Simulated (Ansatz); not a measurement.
## A hypothetical structure for Y2B

This structure for Y2B is made up. Its elements were placed in a known structure type with a cell scaled to their sizes. What cell does the guess relax to, and how far off was it?

Main program and level: Ansatz 0.2.0; DFT, PBE, plane-wave PAW, default files, scalar-relativistic, no spin, cell and ions relaxed at zero pressure.

## Step 1: Starting point

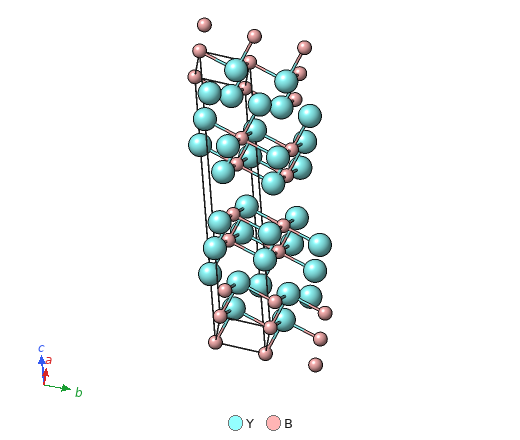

Start, viewed from a free direction; yttrium teal, boron pink. 2×2×1 cells are drawn. This picture shows the conventional cell, with its axes. Bonds to atoms that aren't drawn are left out. Some periodic images of atoms are drawn too.

## Step 2: Relaxation of the guess

The guessed cell has no reason to be at equilibrium. It is relaxed with the atoms, within the space group of the guess.

The input, input.yaml:

```yaml
crystal:
  lattice:
    - [1.804, 1.041539886, 5.794]
    - [-1.804, 1.041539886, 5.794]
    - [0.0, -2.083079771, 5.794]
  atoms:
    - { symbol: "Y", position: [0.743, 0.743, 0.743] }
    - { symbol: "Y", position: [0.257, 0.257, 0.257] }
    - { symbol: B, position: [0.0, 0.0, 0.0] }
kpoints:
  mp_grid: { grid: [9, 9, 9] }
scf:
  occupations: { method: fermi_dirac, width: 0.05 }
hamiltonian:
  xc: pbe
  pseudopotentials: { kind: paw }
relax:
  f_tol: 0.015
  max_steps: 70
  cell: {}
output:
  forces: true
  stress: true
```

Run with:

```
$ ansatz run input.yaml --threads 4 --pin off --max-ram 8192MiB --backend cpu --events-out ev --progress --plain --runs-dir out
```

Numbers of over 12 decimals in the logs are rounded to 6 here.

Log:

```text
basis.fft_grid_basis auto: the FFT boxes are laid along the combinations [[1, 0, -1], [0, 1, -1], [0, 0, 1]] of the cell's own vectors, 3.608, 3.608 and 6.157 Å long. The dense box has 25×25×45 points. Along the cell's own vectors, as sized, it would have 45×45×45, 3.24 times as many. Of the 12 symmetry operations that the crystal satisfies within crystal.symmetry.tolerance (time reversal apart; of a slab, those that [...]
Engine: ansatz 0.2.0, aarch64-unknown-linux-gnu
Pseudopotentials: kind: paw
Pseudopotential: Y, paw, valence charge 11, recommended cutoff 420 eV (normal), Y.paw.azcp
Pseudopotential: B, paw, valence charge 3, recommended cutoff 420 eV (normal), B.paw.azcp
Functional definition: PBE
  parameter kappa = 0.804
  parameter beta = 0.066725
  exchange = pbe_x(kappa = kappa, mu = beta*pi^2/3)
  correlation = pbe_c(beta = beta)
Crystal: 3 atoms, lattice volume = 65.319 Å³
Basis set: ecut = 420 eV, 1249 PW (Γ), FFT grids on a1−a3, a2−a3, a3, exchange–correlation on 50×50×90 points (8 copies of the dense FFT grid, shifted against one another)
Bands: 17, of which v1, the nominal top of the filled ones, is band 13 counted from 1 (12 counted from 0)
Symmetry: 12 space group operations
Space group: R-3m (ITA 166), of the structure as read, at distance tolerance 4.0e-5 Å
k-points: 85 of 729
Non-local potential: Y, projectors of the file, l = 0: 3, l = 1: 2, l = 2: 2, l = 3: 1
Non-local potential: B, projectors of the file, l = 0: 2, l = 1: 2, l = 2: 1
PAW form: soft (Blöchl's): semilocal exchange-correlation on the pseudo side does not see the compensation charge
PAW one-centre angular grid: Y, 590 points (default); XC on 64 Gauss nodes
PAW one-centre angular grid: B, 110 points (default); XC on 64 Gauss nodes
Initial density: superposition of atomic densities (neutral atoms: chi_scale 0, normalization atom), corrected by the library's trained network
Initial wavefunctions: pseudopotential atomic-orbital guess
Functional: x = pbe(κ = 0.804, μ = 0.219515), c = pbe(β = 0.066725)
SCF iter   1: F=—  HF=-7852.798841 eV  |F-HF|=—  |Δ(HF+E_count)|=         —  Δρ=4.48e-3  dr2=2.09e-2  ethr=1.77e-3  ⟨swp⟩=5.6  Hψ=6552  notcnv=0
preconditioner: auto → Kerker (q_TF=auto, 2.325 Å⁻¹)  [metal: Δε(μ)=0.008 eV  Ē_g=4.122 eV  σ=0.050 eV  W_gap=0.04  n_scr=16 (ndim 8)  ℏωp=13.8 eV  f_vac=0.000  D(μ)=6.32/eV (n_scr^D=90)]
SCF iter   2: F=—  HF=-7852.795754 eV  |F-HF|=—  |Δ(HF+E_count)|=   3.09e-3  Δρ=2.65e-3  dr2=5.87e-3  ethr=8.37e-5  ⟨swp⟩=1.3  Hψ=2222  notcnv=0
SCF iter   3: F=—  HF=-7852.795000 eV  |F-HF|=—  |Δ(HF+E_count)|=   7.54e-4  Δρ=7.92e-4  dr2=1.02e-3  ethr=2.35e-5  ⟨swp⟩=2.1  Hψ=1818  notcnv=0
SCF iter   4: F=—  HF=-7852.794931 eV  |F-HF|=—  |Δ(HF+E_count)|=   6.91e-5  Δρ=2.68e-4  dr2=5.42e-5  ethr=4.07e-6  ⟨swp⟩=1.9  Hψ=1616  notcnv=0
SCF iter   5: F=—  HF=-7852.794943 eV  |F-HF|=—  |Δ(HF+E_count)|=   1.21e-5  Δρ=7.23e-5  dr2=4.75e-6  ethr=2.17e-7  ⟨swp⟩=2.5  Hψ=2096  notcnv=0
SCF iter   6: F=—  HF=-7852.794943 eV  |F-HF|=—  |Δ(HF+E_count)|=   1.52e-7  Δρ=2.99e-5  dr2=6.44e-7  ethr=1.90e-8  ⟨swp⟩=2.3  Hψ=2164  notcnv=0
SCF iter   7: F=-7852.794943 eV  HF=-7852.794943 eV  |F-HF|=2.41e-9  |Δ(HF+E_count)|=   8.10e-8  Δρ=4.42e-6  dr2=1.71e-8  ethr=4.00e-10  ⟨swp⟩=4.0  Hψ=4925  notcnv=0
SCF 1 converged in 7 iterations: F = -7852.794943 eV  dr2 = 1.71e-8
  greatest PAW one-centre occupation: 0.994 electrons in one spin orbital (limit 2), on the Y atom at site 1 (counted from 0), in its partial waves of l = 0
relax step   1: F+E_penalty+E_count = -7852.79494276 eV  Δ(F+E_penalty+E_count) = +0.000e0 eV  max|allowed force component| = 1.069e0 eV/Å  Δτ_max = 0.0000 Å  P = +12.157 GPa  Ω = 65.319 Å³  (7 SCF iters, dr2 threshold 1.00e-7 eV, accepted)
Crystal: 3 atoms, lattice volume = 74.381 Å³
Basis set: ecut = 420 eV, 1467 PW (Γ), FFT grids on a1−a3, a2−a3, a3, exchange–correlation on 50×50×90 points (8 copies of the dense FFT grid, shifted against one another)
Initial density: handed on by an earlier stage of this run
Initial wavefunctions: those handed on with the density
SCF iter   1: F=—  HF=-7854.127966 eV  |F-HF|=—  |Δ(HF+E_count)|=         —  Δρ=4.45e-2  dr2=7.11e0  ethr=3.10e-3  ⟨swp⟩=7.5  Hψ=8108  notcnv=0
preconditioner: auto → Kerker (q_TF=auto, 2.275 Å⁻¹)  [metal: Δε(μ)=0.011 eV  Ē_g=3.605 eV  σ=0.050 eV  W_gap=0.06  n_scr=16 (ndim 8)  ℏωp=12.9 eV  f_vac=0.000  D(μ)=3.20/eV (n_scr^D=28)]
SCF iter   2: F=—  HF=-7853.229223 eV  |F-HF|=—  |Δ(HF+E_count)|=   8.99e-1  Δρ=1.40e-2  dr2=8.19e-1  ethr=3.10e-3  ⟨swp⟩=2.1  Hψ=2877  notcnv=0
SCF iter   3: F=—  HF=-7853.126990 eV  |F-HF|=—  |Δ(HF+E_count)|=   1.02e-1  Δρ=5.52e-3  dr2=4.37e-2  ethr=3.10e-3  ⟨swp⟩=1.5  Hψ=1594  notcnv=0
SCF iter   4: F=—  HF=-7853.119262 eV  |F-HF|=—  |Δ(HF+E_count)|=   7.73e-3  Δρ=4.03e-3  dr2=4.72e-2  ethr=1.75e-4  ⟨swp⟩=2.1  Hψ=2793  notcnv=0
SCF iter   5: F=—  HF=-7853.114353 eV  |F-HF|=—  |Δ(HF+E_count)|=   4.91e-3  Δρ=9.37e-4  dr2=2.36e-3  ethr=1.75e-4  ⟨swp⟩=2.0  Hψ=1805  notcnv=0
SCF iter   6: F=—  HF=-7853.114163 eV  |F-HF|=—  |Δ(HF+E_count)|=   1.90e-4  Δρ=2.47e-4  dr2=1.96e-4  ethr=9.42e-6  ⟨swp⟩=1.5  Hψ=1538  notcnv=0
SCF iter   7: F=—  HF=-7853.114153 eV  |F-HF|=—  |Δ(HF+E_count)|=   9.57e-6  Δρ=9.08e-5  dr2=2.27e-5  ethr=7.84e-7  ⟨swp⟩=1.0  Hψ=1449  notcnv=0
SCF iter   8: F=—  HF=-7853.114151 eV  |F-HF|=—  |Δ(HF+E_count)|=   1.88e-6  Δρ=5.32e-5  dr2=6.87e-6  ethr=9.08e-8  ⟨swp⟩=1.0  Hψ=1445  notcnv=0
SCF iter   9: F=—  HF=-7853.114151 eV  |F-HF|=—  |Δ(HF+E_count)|=   6.09e-7  Δρ=2.10e-5  dr2=1.01e-6  ethr=2.75e-8  ⟨swp⟩=1.0  Hψ=1445  notcnv=0
SCF iter  10: F=-7853.114151 eV  HF=-7853.114151 eV  |F-HF|=1.02e-9  |Δ(HF+E_count)|=   1.14e-7  Δρ=1.34e-6  dr2=1.73e-9  ethr=1.20e-9  ⟨swp⟩=4.0  Hψ=4379  notcnv=0
SCF 2 converged in 10 iterations: F = -7853.114151 eV  dr2 = 1.73e-9
  greatest PAW one-centre occupation: 0.993 electrons in one spin orbital (limit 2), on the Y atom at site 1 (counted from 0), in its partial waves of l = 0
relax step   2: F+E_penalty+E_count = -7853.11415057 eV  Δ(F+E_penalty+E_count) = -3.192e-1 eV  max|allowed force component| = 4.960e-1 eV/Å  Δτ_max = 0.1063 Å  P = -1.064 GPa  Ω = 74.381 Å³  energy of the carried Pulay correction = -1.823e-3 eV  (10 SCF iters, dr2 threshold 3.00e-7 eV, accepted)
Crystal: 3 atoms, lattice volume = 79.990 Å³
Basis set: ecut = 420 eV, 1545 PW (Γ), FFT grids on a1−a3, a2−a3, a3, exchange–correlation on 50×50×90 points (8 copies of the dense FFT grid, shifted against one another)
SCF iter   1: F=—  HF=-7853.577666 eV  |F-HF|=—  |Δ(HF+E_count)|=         —  Δρ=2.57e-2  dr2=2.38e0  ethr=3.10e-3  ⟨swp⟩=7.7  Hψ=8871  notcnv=0
preconditioner: auto → Kerker (q_TF=auto, 2.248 Å⁻¹)  [metal: Δε(μ)=0.035 eV  Ē_g=4.177 eV  σ=0.050 eV  W_gap=0.17  n_scr=16 (ndim 8)  ℏωp=12.5 eV  f_vac=0.000  D(μ)=3.23/eV (n_scr^D=28)]
SCF iter   2: F=—  HF=-7853.262102 eV  |F-HF|=—  |Δ(HF+E_count)|=   3.16e-1  Δρ=1.15e-2  dr2=5.81e-1  ethr=3.10e-3  ⟨swp⟩=1.9  Hψ=2487  notcnv=0
SCF iter   3: F=—  HF=-7853.170125 eV  |F-HF|=—  |Δ(HF+E_count)|=   9.20e-2  Δρ=2.69e-3  dr2=2.03e-2  ethr=2.32e-3  ⟨swp⟩=2.0  Hψ=1754  notcnv=0
SCF iter   4: F=—  HF=-7853.165860 eV  |F-HF|=—  |Δ(HF+E_count)|=   4.27e-3  Δρ=8.47e-4  dr2=2.28e-3  ethr=8.13e-5  ⟨swp⟩=1.9  Hψ=2037  notcnv=0
SCF iter   5: F=—  HF=-7853.165978 eV  |F-HF|=—  |Δ(HF+E_count)|=   1.17e-4  Δρ=7.83e-4  dr2=2.56e-3  ethr=9.11e-6  ⟨swp⟩=2.0  Hψ=1785  notcnv=0
SCF iter   6: F=—  HF=-7853.165728 eV  |F-HF|=—  |Δ(HF+E_count)|=   2.50e-4  Δρ=1.43e-4  dr2=2.71e-5  ethr=9.11e-6  ⟨swp⟩=1.1  Hψ=1465  notcnv=0
SCF iter   7: F=—  HF=-7853.165725 eV  |F-HF|=—  |Δ(HF+E_count)|=   2.09e-6  Δρ=5.97e-5  dr2=5.95e-6  ethr=1.09e-7  ⟨swp⟩=1.9  Hψ=1706  notcnv=0
SCF iter   8: F=—  HF=-7853.165725 eV  |F-HF|=—  |Δ(HF+E_count)|=   4.56e-8  Δρ=3.58e-5  dr2=4.02e-6  ethr=2.38e-8  ⟨swp⟩=1.0  Hψ=1446  notcnv=0
SCF iter   9: F=-7853.165725 eV  HF=-7853.165725 eV  |F-HF|=1.64e-7  |Δ(HF+E_count)|=   3.49e-7  Δρ=8.39e-6  dr2=2.11e-7  ethr=1.20e-9  ⟨swp⟩=3.0  Hψ=4833  notcnv=0
SCF 3 converged in 9 iterations: F = -7853.165725 eV  dr2 = 2.11e-7
relax step   3: F+E_penalty+E_count = -7853.16572490 eV  Δ(F+E_penalty+E_count) = -5.157e-2 eV  max|allowed force component| = 4.617e-2 eV/Å  Δτ_max = 0.1837 Å  P = -0.634 GPa  Ω = 79.990 Å³  energy of the carried Pulay correction = -2.839e-3 eV  (9 SCF iters, dr2 threshold 3.00e-7 eV, accepted)
[...]
relax step   4: F+E_penalty+E_count = -7853.17445006 eV  Δ(F+E_penalty+E_count) = -8.725e-3 eV  max|allowed force component| = 2.043e-3 eV/Å  Δτ_max = 0.0394 Å  P = -0.333 GPa  Ω = 77.928 Å³  energy of the carried Pulay correction = -2.474e-3 eV  (6 SCF iters, dr2 threshold 3.00e-7 eV, accepted)
[...]
relax step   5: F+E_penalty+E_count = -7853.17619063 eV  Δ(F+E_penalty+E_count) = -1.741e-3 eV  max|allowed force component| = 1.670e-2 eV/Å  Δτ_max = 0.0149 Å  P = +0.009 GPa  Ω = 76.919 Å³  energy of the carried Pulay correction = -2.292e-3 eV  (6 SCF iters, dr2 threshold 3.00e-7 eV, accepted)
[...]
relax step   6: F+E_penalty+E_count = -7853.17646919 eV  Δ(F+E_penalty+E_count) = -2.786e-4 eV  max|allowed force component| = 1.968e-3 eV/Å  Δτ_max = 0.0100 Å  P = -0.011 GPa  Ω = 76.570 Å³  energy of the carried Pulay correction = -2.229e-3 eV  (7 SCF iters, dr2 threshold 1.74e-8 eV, accepted)
Basis set: ecut = 420 eV, 1479 PW (Γ), FFT grids on a1−a3, a2−a3, a3, exchange–correlation on 54×54×90 points (8 copies of the dense FFT grid, shifted against one another)
Initial wavefunctions: pseudopotential atomic-orbital guess (no wavefunctions were taken with the density)
iter 1 solved again at ethr=2.39e-7 eV; its pass at ethr=3.10e-3 eV (dr2=5.97e-5 eV) is discarded
SCF iter   1: F=—  HF=-7853.180483 eV  |F-HF|=—  |Δ(HF+E_count)|=         —  Δρ=1.87e-4  dr2=1.15e-5  ethr=2.39e-7  ⟨swp⟩=3.5  Hψ=10617  notcnv=0
preconditioner: auto → Kerker (q_TF=auto, 2.264 Å⁻¹)  [metal: Δε(μ)=0.005 eV  Ē_g=3.897 eV  σ=0.050 eV  W_gap=0.03  n_scr=16 (ndim 8)  ℏωp=12.7 eV  f_vac=0.000  D(μ)=7.29/eV (n_scr^D=104)]
SCF iter   2: F=—  HF=-7853.180509 eV  |F-HF|=—  |Δ(HF+E_count)|=   2.60e-5  Δρ=1.02e-4  dr2=2.21e-6  ethr=4.61e-8  ⟨swp⟩=2.0  Hψ=1842  notcnv=0
SCF iter   3: F=—  HF=-7853.180517 eV  |F-HF|=—  |Δ(HF+E_count)|=   7.78e-6  Δρ=5.32e-5  dr2=2.38e-7  ethr=8.83e-9  ⟨swp⟩=2.0  Hψ=1750  notcnv=0
SCF iter   4: F=—  HF=-7853.180520 eV  |F-HF|=—  |Δ(HF+E_count)|=   2.87e-6  Δρ=3.71e-6  dr2=5.20e-9  ethr=9.53e-10  ⟨swp⟩=2.0  Hψ=1863  notcnv=0
SCF iter   5: F=—  HF=-7853.180520 eV  |F-HF|=—  |Δ(HF+E_count)|=   8.78e-9  Δρ=3.30e-7  dr2=1.74e-10  ethr=2.08e-11  ⟨swp⟩=2.0  Hψ=1845  notcnv=0
SCF iter   6: F=-7853.180520 eV  HF=-7853.180520 eV  |F-HF|=0.00e0  |Δ(HF+E_count)|=  1.09e-11  Δρ=7.16e-8  dr2=5.40e-12  ethr=1.00e-12  ⟨swp⟩=5.0  Hψ=5559  notcnv=0
SCF 7 converged in 6 iterations: F = -7853.180520 eV  dr2 = 5.40e-12
relax step   7: F+E_penalty+E_count = -7853.18051971 eV  Δ(F+E_penalty+E_count) = -4.051e-3 eV  max|allowed force component| = 1.282e-3 eV/Å  Δτ_max = 0.0000 Å  P = +0.041 GPa  Ω = 76.570 Å³  stress off target by 4.39e-2 GPa  SCF on the basis re-selected at this cell (its energy is not comparable with the rows above)  (6 SCF iters)
basis re-selected at this cell: Δ(F+E_penalty+E_count) = -4.051e-3 eV, ΔP = +0.052 GPa vs the last step (what re-selecting the basis moved, of the pressure what is left beyond the Pulay correction that the steps carried, after the strain that the cell walked since its last selection, with what the two solves' SCF thresholds leave and, on support functions, any second-order correction that the steps lacked; it is no measure of the basis error at this ecutwfc). The dense FFT grid was sized anew with the basis: this SCF ran on 27×27×45 points, the steps before it on 25×25×45, so part of this shift can come from that change (see relax.cell in the input reference). [rest of the remark cut]
SCF converged after 6 iterations
Free energy (F): -7853.180520 eV
Harris-Foulkes:  -7853.180520 eV  (|F-HF|=0.00e0)
Internal energy: -7853.124329 eV  (E = F + TS)
E sigma→0 (E₀):  -7853.152424 eV
Entropy (-TS):   -0.056191 eV (-18.730 meV/atom)
Fermi energy:    8.367908 eV
--- Per-component energies (eV) ---
  E_band       = -242.639705
  E_kinetic    = 654.725231
  E_local      = -1384.247655  (includes V_loc(G=0)·N_el)
  E_nonlocal   = 112.286701
  E_hartree    = 459.061713
  E_xc         = -377.439811
  E_vxc        = -434.452252  (∫ρ·V_xc dr)
  E_paw        = -5729.211881  (= ΣΔE_a)
  E_vpaw       = -109.075157  (= ΣTr[D̂ρ^β])
  E_aug_tail   = 0.000003  (compensation charges beyond the density's cutoff)
  E_ewald      = -1588.298630
  E_smearing   = -0.056191  (= −TS)
  E_closure    = 0.000000  (closes the sum)
  Σ components = -7853.180520   (vs F -7853.180520, Δ=0.00e0)
--- Forces (eV/Å), atoms counted from 1 ---
  atom   1  Y      0.00000000     0.00000000     0.00128206
  atom   2  Y      0.00000000    -0.00000000    -0.00128206
  atom   3  B      0.00000000     0.00000000    -0.00000000
  max |Σ_I F_I| component: 7.89e-31 eV/Å
--- Stress (GPa, compression-positive) ---
        0.043922      -0.000000       0.000000
       -0.000000       0.043922      -0.000000
        0.000000      -0.000000       0.034667
  P = ⅓ Tr σ = 0.0408 GPa (0.408 kbar)
--- Relaxed structure (6 steps of the walk, 6 accepted, 1 SCFs on fresh bases) ---
  F+E_penalty+E_count = -7853.18051971 eV   max|allowed force component| = 1.282e-3 eV/Å   (the final SCF, on the basis selected at the relaxed cell)
  cell:  # Å, volume = 76.5700 Å³
    - [1.872604, 1.081148, 6.303417]
    - [-1.872604, 1.081148, 6.303417]
    - [0, -2.162297, 6.303417]
  atoms:
    - { symbol: Y, position: [0.742247, 0.742247, 0.742247] }
    - { symbol: Y, position: [0.257753, 0.257753, 0.257753] }
    - { symbol: B, position: [-2.6613331427419934e-19, -2.661333142741993e-19, -2.6613331437039507e-19] }
```

Wall time 7.2 s (4 threads of Arm Neoverse V2, shared host); peak memory 0.43 GiB.

The steps of the relaxation:

| step | energy less that of the first step (eV) | largest force component (eV/Å) | pressure (GPa) | volume (Å³) |
| --- | --- | --- | --- | --- |
| 1 | 0.0000 | 1.0690 | 12.16 | 65.32 |
| 2 | -0.3192 | 0.4960 | -1.06 | 74.38 |
| 3 | -0.3708 | 0.0462 | -0.63 | 79.99 |
| 4 | -0.3795 | 0.0020 | -0.33 | 77.93 |
| 5 | -0.3812 | 0.0167 | 0.01 | 76.92 |
| 6 | -0.3815 | 0.0020 | -0.01 | 76.57 |
| 7* | -0.3856 | 0.0013 | 0.04 | 76.57 |

Relaxation steps marked * repeat the geometry before them on a plane-wave basis chosen anew for their cell, so energy and pressure can jump there.

The run keeps the 12 symmetry operations that it works with, so distortions that break them were not tested.

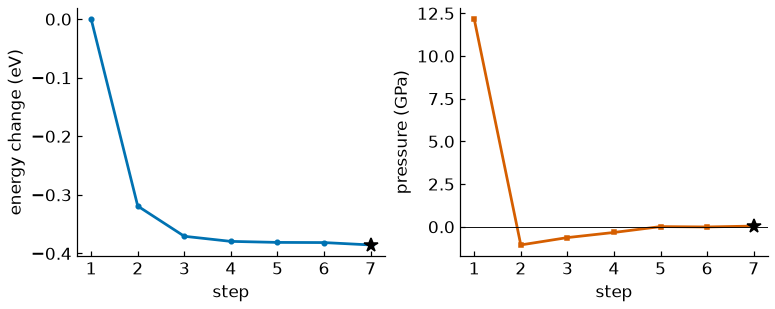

Energy and pressure along the relaxation. Stars mark steps on a basis chosen anew.

| conventional cell, symmetrised | before | after | change |
| --- | --- | --- | --- |
| a (Å) | 3.608 | 3.745 | +3.8 % |
| b (Å) | 3.608 | 3.745 | +3.8 % |
| c (Å) | 17.382 | 18.910 | +8.8 % |
| volume (Å³/atom) | 21.77 | 25.52 | +17.2 % |

The atoms that moved most (Å, as changes of fractional coordinates times the final cell):

| atom | dx | dy | dz | length |
| --- | --- | --- | --- | --- |
| Y2 | 0.000 | 0.000 | 0.014 | 0.014 |
| Y1 | 0.000 | 0.000 | -0.014 | 0.014 |

Final coordinates:

```xyz
3
Lattice="1.8726 1.0811 6.3034 -1.8726 1.0811 6.3034 0.0000 -2.1623 6.3034" Properties=species:S:1:pos:R:3 pbc="T T T"
Y     0.0000    0.0000   14.0361
Y     0.0000    0.0000    4.8742
B     0.0000    0.0000    0.0000
```

Numbers from this step:

```yaml
free_energy: -7853.1805 eV
energy_at_zero_smearing: -7853.1524 eV
smearing_term_ts: 0.05619 eV
fermi_energy: 8.368 eV
electrons: 25
symmetry_operations: 12
pressure: 0.04084 GPa
```

Shortest distances by pair of elements, guess and relaxed (not always the same contact):

| pair | guess (Å) | relaxed (Å) |
| --- | --- | --- |
| B–Y | 2.470 | 2.592 |
| Y–Y | 3.374 | 3.584 |
| B–B | 3.608 | 3.745 |

The relaxation ends with a largest force component of 0.0013 eV/Å and a pressure of 0.04 GPa.

## Step 3: Summary of results

```json
{
 "space group, relaxed": "R-3m",
 "conventional cell": "a = 3.745, b = 3.745, c = 18.910 Å; α = 90.0°, β = 90.0°, γ = 120.0°",
 "volume per atom": "25.52 Å³ (guess 21.77)"
}
```

What this shows: Y2B relaxes to R-3m with a = 3.745, b = 3.745 and c = 18.910 Å. The guessed volume was 15 % too small. The space group R-3m was held in the relaxation, so the end point is a stationary structure within it and may be a saddle against distortions or other arrangements. Mesh and cutoff weren't tested. A vector of the cell changed its length by 8 %, more than the volume shows. No dispersion term is used, so weakly bound directions may come out too long. Nothing here tests whether the compound is stable against decomposition.

[Logs are printed without paths, hosts, clocks, repeated set-up lines and the standing remarks that a program may print on its own settings, such as how far it seeks lower states.]

[Hosts, paths, dates, database ids (printed as entryN), source tags and the programs' standing remarks are cut or masked in the printed files.]
